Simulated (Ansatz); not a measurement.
# Swapping H for OH on Ge: the atomisation energy

On one Ge centre that keeps SiH3, n of the H ligands are replaced by OH. The atomisation energy (no zero-point term) y in kJ/mol at CCSD(T)/def2-TZVPP. Shapes: PBE0-D4/def2-TZVP. Flexible molecules stand in one conformer, not always the lowest. Programs: Ansatz 0.2.0.

```
      molecule  n  y (kJ/mol)
    SiH3(GeH3)  0        2112
GeH2(OH)(SiH3)  1           ?
GeH(OH)2(SiH3)  2        3112
 Ge(OH)3(SiH3)  3        3647
```

Fit y = c + s·n to the known rows and predict GeH2(OH)(SiH3).


1. Means of the 3 rows: n = 1.66667, y = 2957.0.
2. Σ(Δn)² = 4.6667, Σ(Δn·Δy) = 2380, so the slope is 2380/4.6667 = 510.
3. Intercept: 2957.0 − (510) × 1.66667 = 2107.0. The largest residual of the fit is 15.
4. GeH2(OH)(SiH3): 2107.0 + (510) × 1 = 2617 kJ/mol.

The run gave 2599 kJ/mol, so the prediction is off by +18 kJ/mol, about the largest residual. The steps per swap are +487, +513, +535 kJ/mol. The slope is the difference between a Ge–OH and a Ge–H bond with the ligands’ own bonds. Other levels give for GeH2(OH)(SiH3): HF/def2-TZVPP 1918; B3LYP-D4/def2-TZVPP 2631; wB97M-V/def2-TZVPP 2634 kJ/mol. Coupled cluster in double- or triple-zeta sets underbinds by a few per cent against its basis-set limit. Relativity is left out for Ge. Outer-core shells of Ge are correlated, in sets that cover them unevenly.

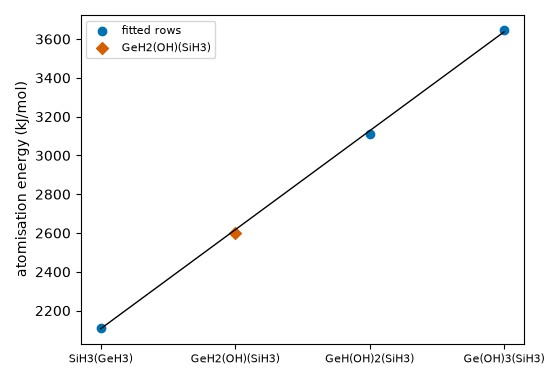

The fitted line, with the withheld member.
